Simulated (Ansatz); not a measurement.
**Rb2Tl4SnHg: a short molecular-dynamics run**

A trajectory of Rb2Tl4SnHg, an element-swapped structure with 8 atoms that was not relaxed first: 40 steps of 1.5 fs at constant energy, with velocities drawn for 2000 K.

Program: Ansatz 0.2.0. Level of theory: DFT PBE, plane waves, PAW, scalar-relativistic, no spin polarisation. These are calculated values, not measurements.

**1. The structure to begin with**

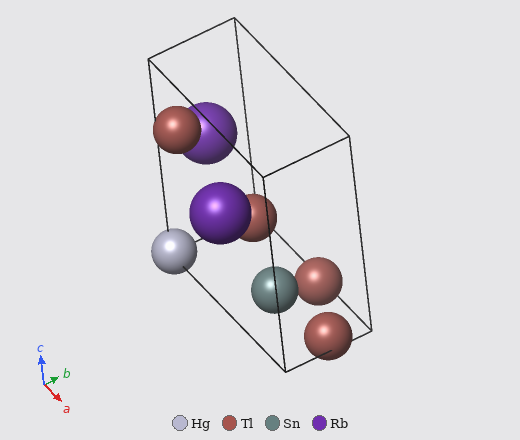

The starting structure, seen slightly off an axis (mercury light grey, thallium brown, tin teal, rubidium purple). Each atom of the cell is drawn once.

As a file:

```xyz
8
Lattice="-4.2876 4.2876 3.5965 4.2876 -4.2876 3.5965 4.2876 4.2876 -3.5965" Properties=species:S:1:pos:R:3 pbc="T T T"
Hg    0.0000    0.0000    0.0000
Tl    1.4672    1.4672    1.8601
Tl    1.4672   -1.4672    5.3329
Tl    2.8204    2.8204   -1.7364
Tl   -1.4672    1.4672    5.3329
Sn    0.0000    0.0000    3.5965
Rb    4.2876    0.0000    0.0000
Rb    0.0000    4.2876    0.0000
```

**2. Dynamics**

input.yaml

```yaml
crystal:
  lattice:
    - [-4.287617, 4.287617, 3.596492]
    - [4.287617, -4.287617, 3.596492]
    - [4.287617, 4.287617, -3.596492]
  atoms:
    - { symbol: Hg, position: [0.0, 0.0, 0.0] }
    - { symbol: Tl, position: [0.4297, 0.4297, 0.3422] }
    - { symbol: Tl, position: [0.5703, 0.9125, 0.0] }
    - { symbol: Tl, position: [0.0875, 0.0875, 0.6578] }
    - { symbol: Tl, position: [0.9125, 0.5703, 0.0] }
    - { symbol: Sn, position: [0.5, 0.5, 0.0] }
    - { symbol: Rb, position: [0.0, 0.5, 0.5] }
    - { symbol: Rb, position: [0.5, 0.0, 0.5] }
kpoints:
  mp_grid: { grid: [3, 3, 3] }
magnetization:
  spin_polarized: false
scf:
  occupations: { method: cold, width: 0.15 }
hamiltonian:
  pseudopotentials: { kind: paw }
  xc: pbe
basis:
  ecutwfc: 420
md:
  timestep: 1.5
  n_steps: 40
  ensemble: nve
  temperature: 2000.0
  initial_velocities: maxwell_boltzmann
  seed: 462532
```

Launch:

```sh
ansatz run input.yaml --threads 2 --pin off --max-ram 2560MiB --backend cpu --events-out ev --progress --plain --runs-dir out
```

Output (excerpt; [...] marks lines left out):

```text
Warning: md: disabling space-group detection — thermal motion breaks the input geometry's symmetry, so no spatial operation reduces the k-mesh or symmetrises the density; time reversal is kept, so that k and −k are solved as one point where they differ and the mesh holds both, and exact [...]
Warning: RAYON_NUM_THREADS=2 ignored (pool sized by the plan → 2); use --threads N
[...]
Pseudopotentials: kind: paw
Pseudopotential: Hg, paw, valence charge 20, recommended cutoff 420 eV (normal), Hg.paw.azcp
Pseudopotential: Tl, paw, valence charge 13, recommended cutoff 420 eV (normal), Tl.paw.azcp
Pseudopotential: Sn, paw, valence charge 14, recommended cutoff 420 eV (normal), Sn.paw.azcp
Pseudopotential: Rb, paw, valence charge 9, recommended cutoff 420 eV (normal), Rb.paw.azcp
Functional definition: PBE
[...]
Crystal: 8 atoms, lattice volume = 264.467 Å³
Basis set: ecut = 420 eV, 5137 PW (Γ), exchange–correlation on 96×96×96 points (8 copies of the dense FFT grid, shifted against one another)
Bands: 63, of which v1, the nominal top of the filled ones, is band 52 counted from 1 (51 counted from 0)
Symmetry: 1 space group operations
k-points: 14 of 27 (time reversal used)
[...]
SCF iter   1: F=—  HF=-72146.766307 eV  |F-HF|=—  |Δ(HF+E_count)|=         —  Δρ=1.47e-3  dr2=1.09e-2  ethr=1.77e-3  ⟨swp⟩=8.4  Hψ=3636  notcnv=0
[...]
md step     0: t =     0.00 fs  T =  2000.0 K  F+E_penalty+E_count = -72146.77264989 eV  E_kin = 1.809640 eV  conserved = -72144.96300991 eV  (10 SCF iters)
[...]
md step     1: t =     1.50 fs  T =  2026.9 K  F+E_penalty+E_count = -72146.79697486 eV  E_kin = 1.833966 eV  conserved = -72144.96300920 eV  (7 SCF iters)
[...]
```

**3. More of the same log**

The log, continued (excerpt; [...] marks lines left out):

```text
SCF iter   1: F=—  HF=-72146.820170 eV  |F-HF|=—  |Δ(HF+E_count)|=         —  Δρ=4.30e-4  dr2=1.04e-3  ethr=1.15e-6  ⟨swp⟩=2.7  Hψ=4758  notcnv=0
[...]
md step     2: t =     3.00 fs  T =  2052.5 K  F+E_penalty+E_count = -72146.82011034 eV  E_kin = 1.857103 eV  conserved = -72144.96300743 eV  (7 SCF iters)
[...]
md step    11: t =    16.50 fs  T =  2227.6 K  F+E_penalty+E_count = -72146.97851071 eV  E_kin = 2.015538 eV  conserved = -72144.96297304 eV  (3 SCF iters)
[...]
md step    20: t =    30.00 fs  T =  2331.8 K  F+E_penalty+E_count = -72147.07281443 eV  E_kin = 2.109879 eV  conserved = -72144.96293554 eV  (7 SCF iters)
[...]
md step    29: t =    43.50 fs  T =  2413.1 K  F+E_penalty+E_count = -72147.14628827 eV  E_kin = 2.183390 eV  conserved = -72144.96289843 eV  (2 SCF iters)
[...]
Free energy (F): -72147.272380 eV
[...]
E sigma→0 (E₀):  -72147.270512 eV
Entropy (-TS):   -0.005602 eV (-0.700 meV/atom)
Fermi energy:    8.677084 eV
[...]
--- Forces (eV/Å), atoms counted from 1 ---
  atom   1  Hg     0.13682004    -0.07990128     0.50969558
  atom   2  Tl     0.24902616     0.57310764    -0.97587830
  atom   3  Tl     1.29174545    -0.06750569     0.32722161
  atom   4  Tl     0.28450405    -0.52437698     0.47213053
  atom   5  Tl    -0.82029589     0.42526555     0.20579786
  atom   6  Sn    -0.70198846    -0.34319777    -0.48733706
  atom   7  Rb    -0.47799795     0.07861271    -1.53423258
  atom   8  Rb     0.03821063    -0.06201562     1.48260928
[...]
--- MD trajectory: 40 steps, t = 0.0 → 60.0 fs ---
  final state: T = 2552.5 K   F+E_penalty+E_count = -72147.27237972 eV   E_kin = 2.309521 eV
  conserved energy: peak-to-peak 1.507e-4 eV (1.884e-5 eV/atom) over 60.0 fs
```

Run time: 4.8 min. Hardware: 2 threads of an Arm CPU, shared host; peak memory 0.72 GiB.

**4. What the atoms did**

The trajectory, every 3 steps (energies from step 0); msd is the mean square displacement from the start, the centre of mass held:

| time (fs) | T (K) | potential energy change (meV/atom) | total energy change (meV/atom) | msd Rb (Å²) | msd Tl (Å²) | msd Hg (Å²) | msd Sn (Å²) |
| --- | --- | --- | --- | --- | --- | --- | --- |
| 0.0 | 2000 | 0.0 | 0.00 | 0.000 | 0.000 | 0.000 | 0.000 |
| 4.5 | 2077 | -8.7 | 0.00 | 0.002 | 0.000 | 0.000 | 0.000 |
| 9.0 | 2142 | -16.0 | 0.00 | 0.007 | 0.002 | 0.001 | 0.001 |
| 13.5 | 2196 | -22.2 | 0.00 | 0.015 | 0.004 | 0.002 | 0.003 |
| 18.0 | 2242 | -27.3 | 0.01 | 0.027 | 0.008 | 0.004 | 0.004 |
| 22.5 | 2280 | -31.6 | 0.01 | 0.041 | 0.012 | 0.006 | 0.006 |
| 27.0 | 2312 | -35.3 | 0.01 | 0.058 | 0.018 | 0.008 | 0.009 |
| 31.5 | 2341 | -38.6 | 0.01 | 0.077 | 0.026 | 0.011 | 0.011 |
| 36.0 | 2368 | -41.6 | 0.01 | 0.097 | 0.035 | 0.014 | 0.013 |
| 40.5 | 2395 | -44.6 | 0.01 | 0.118 | 0.046 | 0.017 | 0.015 |
| 45.0 | 2423 | -47.8 | 0.01 | 0.140 | 0.058 | 0.021 | 0.016 |
| 49.5 | 2455 | -51.4 | 0.02 | 0.161 | 0.073 | 0.025 | 0.017 |
| 54.0 | 2492 | -55.6 | 0.02 | 0.181 | 0.089 | 0.029 | 0.018 |
| 58.5 | 2536 | -60.6 | 0.02 | 0.201 | 0.108 | 0.034 | 0.019 |
| 60.0 | 2552 | -62.5 | 0.02 | 0.207 | 0.115 | 0.036 | 0.019 |

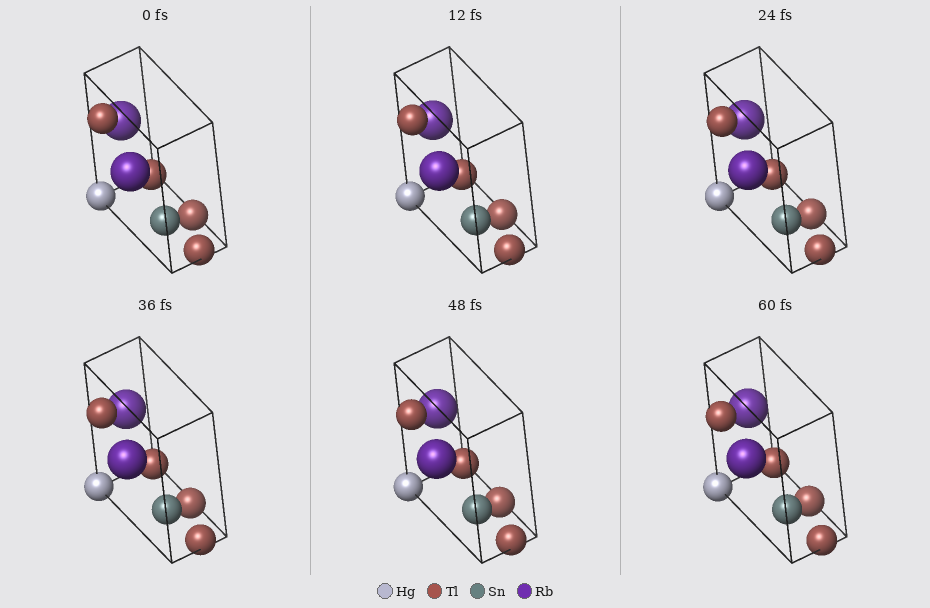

The system at six times, viewed slightly off an axis. Each atom of the cell is drawn once. Atoms are followed across the cell's faces.

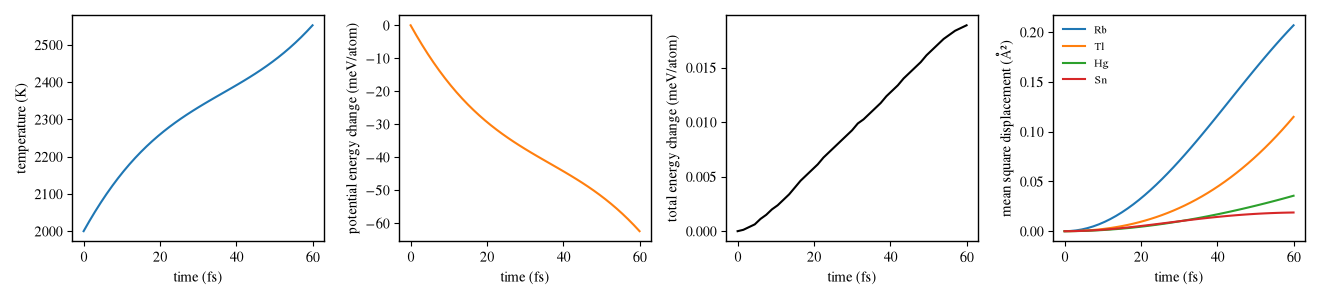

Traces against time; each panel has its own scale.

**5. Frames from the trajectory**

Extended XYZ, with forces in eV/Å:

```xyz
8
Lattice="-4.288 4.288 3.596 4.288 -4.288 3.596 4.288 4.288 -3.596" Properties=species:S:1:pos:R:3:forces:R:3 pbc="T T T" time_fs=7.5 T=2121 dE=-0.1098
Hg   -0.005   -0.019   -0.016    0.053   -0.050    0.222
Tl    1.464    1.493    1.873    1.113    1.192   -0.554
Tl    1.480   -1.481    5.304    1.366   -1.228    0.458
Tl    2.788    2.787   -1.722   -0.930   -1.026   -0.179
Tl   -1.462    1.485    5.340   -1.297    1.226    0.350
Sn    0.017    0.016    3.613   -0.250   -0.115   -0.296
Rb    4.329   -0.010    0.056   -0.080    0.020   -0.199
Rb   -0.008    4.327   -0.055    0.025   -0.019    0.199
8
Lattice="-4.288 4.288 3.596 4.288 -4.288 3.596 4.288 4.288 -3.596" Properties=species:S:1:pos:R:3:forces:R:3 pbc="T T T" time_fs=15.0 T=2212 dE=-0.1922
Hg   -0.010   -0.038   -0.032    0.096   -0.089    0.393
Tl    1.463    1.521    1.884    0.971    1.121   -0.715
Tl    1.496   -1.497    5.276    1.445   -1.166    0.528
Tl    2.753    2.751   -1.708   -0.638   -0.845   -0.028
Tl   -1.461    1.506    5.348   -1.307    1.167    0.339
Sn    0.033    0.031    3.629   -0.457   -0.194   -0.514
Rb    4.370   -0.019    0.112   -0.157    0.042   -0.404
Rb   -0.015    4.367   -0.108    0.046   -0.037    0.402
8
Lattice="-4.288 4.288 3.596 4.288 -4.288 3.596 4.288 4.288 -3.596" Properties=species:S:1:pos:R:3:forces:R:3 pbc="T T T" time_fs=22.5 T=2280 dE=-0.2531
Hg   -0.015   -0.057   -0.046    0.127   -0.117    0.511
Tl    1.465    1.553    1.894    0.832    1.045   -0.837
Tl    1.516   -1.517    5.250    1.490   -1.063    0.561
Tl    2.716    2.713   -1.695   -0.386   -0.713    0.100
Tl   -1.463    1.531    5.357   -1.283    1.081    0.321
Sn    0.047    0.046    3.642   -0.611   -0.245   -0.648
Rb    4.410   -0.028    0.164   -0.230    0.063   -0.618
Rb   -0.023    4.406   -0.159    0.061   -0.052    0.609
8
Lattice="-4.288 4.288 3.596 4.288 -4.288 3.596 4.288 4.288 -3.596" Properties=species:S:1:pos:R:3:forces:R:3 pbc="T T T" time_fs=30.0 T=2332 dE=-0.3002
Hg   -0.020   -0.077   -0.059    0.147   -0.132    0.579
Tl    1.469    1.587    1.901    0.698    0.965   -0.922
Tl    1.540   -1.539    5.225    1.501   -0.915    0.556
Tl    2.678    2.672   -1.681   -0.175   -0.626    0.206
Tl   -1.468    1.558    5.367   -1.229    0.971    0.300
Sn    0.058    0.059    3.652   -0.713   -0.280   -0.704
Rb    4.449   -0.037    0.213   -0.297    0.080   -0.838
Rb   -0.030    4.445   -0.206    0.069   -0.063    0.822
8
Lattice="-4.288 4.288 3.596 4.288 -4.288 3.596 4.288 4.288 -3.596" Properties=species:S:1:pos:R:3:forces:R:3 pbc="T T T" time_fs=37.5 T=2377 dE=-0.3407
Hg   -0.024   -0.097   -0.071    0.156   -0.134    0.604
Tl    1.475    1.624    1.906    0.571    0.879   -0.973
Tl    1.568   -1.564    5.201    1.480   -0.728    0.520
Tl    2.640    2.630   -1.666   -0.005   -0.575    0.295
Tl   -1.477    1.588    5.378   -1.149    0.843    0.278
Sn    0.066    0.071    3.659   -0.766   -0.305   -0.697
Rb    4.486   -0.045    0.256   -0.356    0.090   -1.058
Rb   -0.036    4.484   -0.247    0.068   -0.070    1.032
8
Lattice="-4.288 4.288 3.596 4.288 -4.288 3.596 4.288 4.288 -3.596" Properties=species:S:1:pos:R:3:forces:R:3 pbc="T T T" time_fs=45.0 T=2423 dE=-0.3824
Hg   -0.028   -0.117   -0.081    0.155   -0.125    0.594
Tl    1.482    1.663    1.908    0.453    0.785   -0.994
Tl    1.599   -1.591    5.179    1.435   -0.513    0.462
Tl    2.602    2.587   -1.651    0.128   -0.549    0.368
Tl   -1.489    1.620    5.389   -1.050    0.704    0.254
Sn    0.070    0.082    3.663   -0.775   -0.324   -0.648
Rb    4.520   -0.053    0.293   -0.406    0.092   -1.263
Rb   -0.042    4.522   -0.282    0.060   -0.071    1.226
8
Lattice="-4.288 4.288 3.596 4.288 -4.288 3.596 4.288 4.288 -3.596" Properties=species:S:1:pos:R:3:forces:R:3 pbc="T T T" time_fs=52.5 T=2479 dE=-0.4331
Hg   -0.031   -0.138   -0.089    0.148   -0.106    0.560
Tl    1.491    1.705    1.908    0.345    0.684   -0.993
Tl    1.635   -1.619    5.159    1.370   -0.287    0.394
Tl    2.564    2.542   -1.635    0.224   -0.535    0.428
Tl   -1.503    1.653    5.401   -0.938    0.562    0.231
Sn    0.071    0.091    3.664   -0.751   -0.337   -0.573
Rb    4.552   -0.060    0.322   -0.446    0.087   -1.430
Rb   -0.048    4.560   -0.310    0.048   -0.067    1.384
8
Lattice="-4.288 4.288 3.596 4.288 -4.288 3.596 4.288 4.288 -3.596" Properties=species:S:1:pos:R:3:forces:R:3 pbc="T T T" time_fs=60.0 T=2552 dE=-0.4997
Hg   -0.034   -0.159   -0.096    0.137   -0.080    0.510
Tl    1.501    1.748    1.905    0.249    0.573   -0.976
Tl    1.674   -1.648    5.139    1.292   -0.068    0.327
Tl    2.526    2.496   -1.618    0.285   -0.524    0.472
Tl   -1.520    1.689    5.414   -0.820    0.425    0.206
Sn    0.068    0.099    3.662   -0.702   -0.343   -0.487
Rb    4.581   -0.067    0.341   -0.478    0.079   -1.534
Rb   -0.054    4.598   -0.328    0.038   -0.062    1.483
```

**6. Summary of results**

| quantity | value |
| --- | --- |
| length | 40 steps of 1.5 fs |
| temperature, first and last step | 2000 and 2552 K |
| temperature, second half | mean 2430 K, from 2332 to 2552 K |
| potential energy, second half | -49 meV/atom from the start |
| largest change of the total energy | 0.02 meV/atom |
| mean square displacement, second half | Rb 0.139, Tl 0.062, Hg 0.022, Sn 0.015 Å² |

**Reading.** The temperature starts at 2000 K and averages 2430 K in the second half, where it still rises, from 2332 to 2552 K; the start was no minimum (force components up to 1.3 eV/Å), and the potential energy that it sheds (49 meV/atom) turns into motion. The total energy strays from its start by at most 0.02 meV/atom, under 0.1 % of the mean kinetic energy, so a step of 1.5 fs is short enough over this time. No atom gets farther than 0.45 Å from its start, with the drift of the whole removed, against a typical distance of 2.7 Å between sites at the start. Averages from a run of 60 fs with 8 atoms are rough.
